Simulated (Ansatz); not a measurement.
# A workflow on C7H16 (2,2,3-trimethylbutane), part 2 of 2

Ansatz 0.2.0.

### 5 The doublet cation: a structure relaxation at UHF/STO-3G (run 4)

Input file run.yaml:

```yaml
crystal:
  periodic: [false, false, false]
  atoms:
    - symbol: C
      position_ang: [0.934698, -0.623235, -1.737389]
    - symbol: C
      position_ang: [0.168784, -0.871036, -0.414449]
    - symbol: C
      position_ang: [1.077509, -1.680559, 0.543189]
    - symbol: C
      position_ang: [-0.423070, 0.437214, 0.229239]
    - symbol: C
      position_ang: [-1.250561, 0.070791, 1.492202]
    - symbol: C
      position_ang: [-1.385277, 1.126757, -0.777117]
    - symbol: C
      position_ang: [0.678987, 1.450481, 0.635299]
    - symbol: H
      position_ang: [0.307735, -0.144305, -2.480524]
    - symbol: H
      position_ang: [1.811496, -0.004826, -1.577257]
    - symbol: H
      position_ang: [1.267602, -1.572154, -2.146440]
    - symbol: H
      position_ang: [-0.686698, -1.503624, -0.654238]
    - symbol: H
      position_ang: [0.555134, -1.962207, 1.450111]
    - symbol: H
      position_ang: [1.963704, -1.118196, 0.817506]
    - symbol: H
      position_ang: [1.401730, -2.592130, 0.050730]
    - symbol: H
      position_ang: [-1.767905, 0.948882, 1.865613]
    - symbol: H
      position_ang: [-1.993497, -0.686015, 1.259826]
    - symbol: H
      position_ang: [-0.617213, -0.303894, 2.288286]
    - symbol: H
      position_ang: [-2.134451, 0.427227, -1.135040]
    - symbol: H
      position_ang: [-1.897588, 1.953400, -0.295119]
    - symbol: H
      position_ang: [-0.849704, 1.522658, -1.632512]
    - symbol: H
      position_ang: [1.353864, 1.025586, 1.370328]
    - symbol: H
      position_ang: [1.261346, 1.765127, -0.223847]
    - symbol: H
      position_ang: [0.223375, 2.333958, 1.071602]
basis:
  gaussian:
    orbitals: STO-3G
total_charge: 1
magnetization:
  spin_polarized: true
  initial_magnetization: 1
hamiltonian:
  xc: hf
relax: {}
```

Command:

```sh
$ ansatz run run.yaml --threads 1 --pin off --max-ram 3480MiB --events-out events.jsonl --progress --plain --runs-dir runs
```

What it wrote:

```text
Warning: RAYON_NUM_THREADS=1 ignored (pool sized by the plan → 1); use --threads N
The last accepted step is kept in runs//last_step.txt (removed where the run ends without a failure and the disk answers)
[... 65 lines left out ...]
Total energy: -7371.90431735 eV, -270.9124868066 hartree
[... 23 lines left out ...]
Dipole moment:    -0.076638    -0.070646    -0.027886 e Å
```

It took 32 s on 1 thread of Arm Neoverse V1, shared host; peak memory 0.15 GiB.

The path in brief:

```tsv
step	energy from the first frame kept (eV)	largest force (eV/Å)
1	0.0000	9.2288
2	-0.8070	2.2282
3	-1.3341	1.0835
4	-1.4004	0.4924
5	-1.4319	0.1361
6	-1.4321	0.1004
7	-1.4333	0.0333
8	-1.4335	0.0091
```

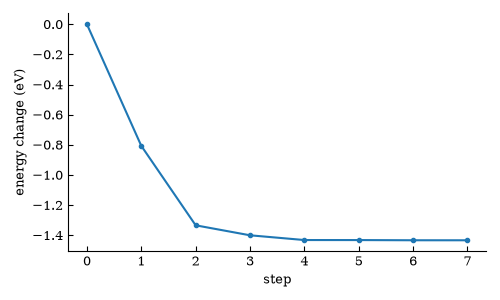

Energy along the run.

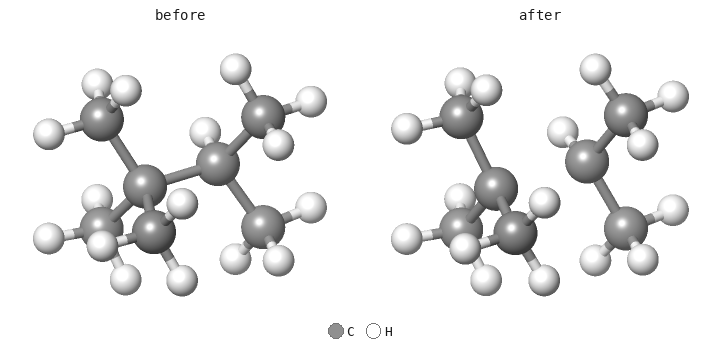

Before and after, at one scale.

After the run. Some bond lengths: C1–C2 1.530 Å, C2–C3 1.530 Å, C4–C5 1.539 Å, C4–C6 1.538 Å, C4–C7 1.536 Å, C1–H8 1.084 Å, C1–H9 1.085 Å, C1–H10 1.092 Å, C2–H11 1.096 Å, C3–H12 1.084 Å, C3–H13 1.085 Å, C3–H14 1.092 Å, C5–H15 1.091 Å, C5–H16 1.086 Å, C5–H17 1.084 Å, C6–H18 1.086 Å. Some angles: C1–C2–C3 115.6°, C5–C4–C6 113.9°, C5–C4–C7 115.4°, C6–C4–C7 115.4°, C1–C2–H11 114.2°, C3–C2–H11 114.2°, C2–C1–H8 112.7°, C2–C1–H9 111.9°, C2–C1–H10 105.5°, C2–C3–H12 112.7°. A long bond or contact: C2–C4 1.957 Å.

### 6 A geometry optimisation at HF/3-21G (run 5)

Input file job.yaml:

```yaml
crystal:
  periodic: [false, false, false]
  atoms:
    - symbol: C
      position_ang: [0.918800, -0.612300, -1.712200]
    - symbol: C
      position_ang: [0.168200, -0.856900, -0.407900]
    - symbol: C
      position_ang: [1.059700, -1.655000, 0.536900]
    - symbol: C
      position_ang: [-0.419900, 0.431200, 0.226300]
    - symbol: C
      position_ang: [-1.232900, 0.067500, 1.468800]
    - symbol: C
      position_ang: [-1.365500, 1.107600, -0.766400]
    - symbol: C
      position_ang: [0.668900, 1.425300, 0.624300]
    - symbol: H
      position_ang: [0.301200, -0.123300, -2.466800]
    - symbol: H
      position_ang: [1.808500, 0.003100, -1.552100]
    - symbol: H
      position_ang: [1.256700, -1.562700, -2.133000]
    - symbol: H
      position_ang: [-0.700800, -1.486500, -0.645400]
    - symbol: H
      position_ang: [0.548400, -1.938300, 1.458000]
    - symbol: H
      position_ang: [1.958600, -1.094000, 0.807500]
    - symbol: H
      position_ang: [1.389900, -2.576400, 0.050500]
    - symbol: H
      position_ang: [-1.750600, 0.950000, 1.854400]
    - symbol: H
      position_ang: [-1.989800, -0.688200, 1.237000]
    - symbol: H
      position_ang: [-0.604100, -0.319000, 2.273200]
    - symbol: H
      position_ang: [-2.128600, 0.408500, -1.122600]
    - symbol: H
      position_ang: [-1.879300, 1.946300, -0.288700]
    - symbol: H
      position_ang: [-0.835900, 1.502000, -1.635700]
    - symbol: H
      position_ang: [1.351500, 1.004300, 1.366100]
    - symbol: H
      position_ang: [1.258900, 1.747700, -0.236900]
    - symbol: H
      position_ang: [0.218100, 2.319000, 1.064700]
basis:
  gaussian:
    orbitals: 3-21G.json
magnetization:
  spin_polarized: false
hamiltonian:
  xc: hf
relax:
  f_tol: 0.002
output: {orbitals: {seedname: orbitals}}
```

The basis set 3-21G is read from a file made from the Basis Set Exchange's data (not shown).

Command:

```sh
$ ansatz run job.yaml --threads 1 --pin off --max-ram 3480MiB --events-out events.jsonl --progress --plain --runs-dir runs
```

What it wrote:

```text
Warning: RAYON_NUM_THREADS=1 ignored (pool sized by the plan → 1); use --threads N
The last accepted step is kept in runs//last_step.txt (removed where the run ends without a failure and the disk answers)
[... 49 lines left out ...]
Total energy: -7425.66285973 eV, -272.8880768001 hartree
[... 23 lines left out ...]
Dipole moment:    -0.003408    -0.005343    -0.002283 e Å
```

Wall time 23 s (1 thread of Arm Neoverse V1, shared host); peak memory 0.22 GiB.

Steps, from the record of the run:

```tsv
step	energy from the first frame kept (eV)	largest force (eV/Å)
1	0.0000	0.9176
2	-0.0410	0.3816
3	-0.0469	0.1054
4	-0.0483	0.0147
5	-0.0484	0.0064
6	-0.0484	0.0006
```

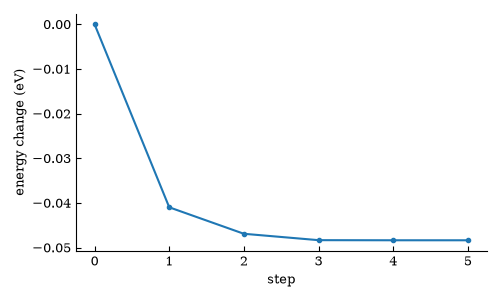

Energy along the run.

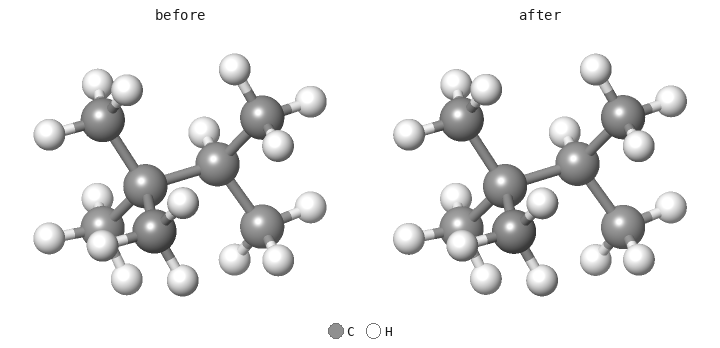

Before and after, at one scale.

After the run. Some bond lengths: C1–C2 1.545 Å, C2–C3 1.545 Å, C2–C4 1.561 Å, C4–C5 1.546 Å, C4–C6 1.546 Å, C4–C7 1.542 Å, C1–H8 1.082 Å, C1–H9 1.084 Å, C1–H10 1.085 Å, C2–H11 1.087 Å, C3–H12 1.082 Å, C3–H13 1.084 Å, C3–H14 1.085 Å, C5–H15 1.085 Å, C5–H16 1.086 Å, C5–H17 1.083 Å. Some angles: C1–C2–C3 108.2°, C1–C2–C4 113.6°, C3–C2–C4 113.6°, C2–C4–C5 109.8°, C2–C4–C6 109.8°, C2–C4–C7 112.6°, C5–C4–C6 107.2°, C5–C4–C7 108.7°, C6–C4–C7 108.7°, C1–C2–H11 107.5°.

### 7 The harmonic vibrations at HF/3-21G (run 6)

Input file in.yaml:

```yaml
crystal:
  periodic: [false, false, false]
  atoms:
    - symbol: C
      position_ang: [0.934946, -0.617972, -1.726646]
    - symbol: C
      position_ang: [0.161854, -0.867568, -0.412444]
    - symbol: C
      position_ang: [1.076540, -1.669167, 0.540377]
    - symbol: C
      position_ang: [-0.422454, 0.431229, 0.226388]
    - symbol: C
      position_ang: [-1.248270, 0.070037, 1.481914]
    - symbol: C
      position_ang: [-1.382261, 1.118381, -0.771285]
    - symbol: C
      position_ang: [0.673734, 1.437524, 0.629390]
    - symbol: H
      position_ang: [0.325037, -0.126871, -2.473228]
    - symbol: H
      position_ang: [1.817605, -0.014656, -1.548620]
    - symbol: H
      position_ang: [1.261408, -1.566286, -2.140750]
    - symbol: H
      position_ang: [-0.693133, -1.495829, -0.650459]
    - symbol: H
      position_ang: [0.571699, -1.945032, 1.456672]
    - symbol: H
      position_ang: [1.965812, -1.102771, 0.791674]
    - symbol: H
      position_ang: [1.395150, -2.584331, 0.052202]
    - symbol: H
      position_ang: [-1.747422, 0.955195, 1.862284]
    - symbol: H
      position_ang: [-2.006816, -0.668879, 1.242321]
    - symbol: H
      position_ang: [-0.623238, -0.322620, 2.273844]
    - symbol: H
      position_ang: [-2.145476, 0.424054, -1.109256]
    - symbol: H
      position_ang: [-1.876836, 1.955731, -0.290065]
    - symbol: H
      position_ang: [-0.855521, 1.499109, -1.637080]
    - symbol: H
      position_ang: [1.347422, 1.015509, 1.365602]
    - symbol: H
      position_ang: [1.254354, 1.755334, -0.228434]
    - symbol: H
      position_ang: [0.215868, 2.319778, 1.065600]
basis:
  gaussian:
    orbitals: 3-21G.json
hamiltonian:
  xc: hf
phonons:
  temperatures: {t_min: 298.15, t_max: 298.15, t_step: 1}
```

The basis set 3-21G is read from a file made from the Basis Set Exchange's data (not shown).

Command:

```sh
$ ansatz run in.yaml --threads 1 --pin off --max-ram 3480MiB --events-out events.jsonl --progress --plain --runs-dir runs
```

What it wrote:

```text
Warning: RAYON_NUM_THREADS=1 ignored (pool sized by the plan → 1); use --threads N
[... 733 lines left out ...]
Total energy: -7425.66285848 eV, -272.8880767539 hartree
[... 23 lines left out ...]
Dipole moment:    -0.003408    -0.005343    -0.002283 e Å
Vibrations: 24.20 217.23 253.09 261.78 280.84 295.45 322.30 330.45 386.51 403.91 425.79 473.38 488.47 554.93 715.68 876.77 989.26 1001.84 1004.12 1022.97 1048.95 1072.29 1132.77 1140.47 1220.60 1229.71 1301.73 1350.92 1353.45 1400.58 1486.23 1503.80 1559.63 1563.90 1568.43 1579.86 1596.38 1654.33 1657.79 1660.19 1664.17 1677.74 1681.33 1683.00 1685.08 1691.17 1699.56 3185.38 3188.25 3192.79 3199.52 3199.59 3209.10 3239.27 3244.69 3245.47 3251.93 3256.67 3258.87 3268.11 3271.61 3282.28 3283.91 cm⁻¹, zero-point energy 6.321364 eV
```

It took 6.2 min on 1 thread of Arm Neoverse V1, shared host; peak memory 0.22 GiB.

### 8 What came out

This closing draws on all 2 parts.

| quantity | value |
| --- | --- |
| run 1, HF/STO-3G: total energy at the end | -271.19836 Eh |
| run 1, HF/STO-3G: dipole moment | 0.03 D |
| run 1, HF/STO-3G: HOMO energy | -10.50 eV |
| run 1, HF/STO-3G: LUMO energy | 15.44 eV |
| run 1, HF/STO-3G: HOMO–LUMO gap | 25.94 eV |
| run 2, HF/STO-3G: total energy | -271.19835 Eh |
| run 2, HF/STO-3G: largest force on an atom | 0.000 eV/Å |
| run 2, HF/STO-3G: lowest harmonic wavenumber | 10 cm⁻¹ |
| run 2, HF/STO-3G: highest harmonic wavenumber | 3770 cm⁻¹ |
| run 2, HF/STO-3G: zero-point energy | 681.9 kJ/mol |
| doublet cation, run 3: total energy | -270.85977 Eh |
| doublet cation, run 3: ⟨S²⟩ | 0.755 |
| doublet cation, run 4: total energy at the end | -270.91249 Eh |
| doublet cation, run 4: ⟨S²⟩ | 0.755 |
| run 5, HF/3-21G: total energy at the end | -272.88808 Eh |
| run 5, HF/3-21G: dipole moment | 0.03 D |
| run 5, HF/3-21G: HOMO energy | -11.56 eV |
| run 5, HF/3-21G: LUMO energy | 6.50 eV |
| run 5, HF/3-21G: HOMO–LUMO gap | 18.05 eV |
| run 6, HF/3-21G: largest force on an atom | 0.001 eV/Å |
| run 6, HF/3-21G: lowest harmonic wavenumber | 24 cm⁻¹ |
| run 6, HF/3-21G: highest harmonic wavenumber | 3284 cm⁻¹ |
| run 6, HF/3-21G: zero-point energy | 609.9 kJ/mol |
| vertical ionisation energy (to the doublet cation) | 9.213 eV |
| adiabatic ionisation energy (to the doublet cation, no zero-point term) | 7.779 eV |

**Reading.** The vertical ionisation energy comes to 9.21 eV (889 kJ/mol). In a minimal basis such a difference can be off by several eV, whatever the method. The adiabatic ionisation energy (to the doublet cation, no zero-point term) is 7.78 eV (179 kcal/mol). The optimisation (run 1, HF/STO-3G) took 5 steps and changed the energy by -0.097 eV. All 63 modes (run 2, HF/STO-3G) are real, though the softest (10 cm⁻¹) is within numerical noise. The optimisation (doublet cation, run 4) took 7 steps and changed the energy by -1.433 eV.
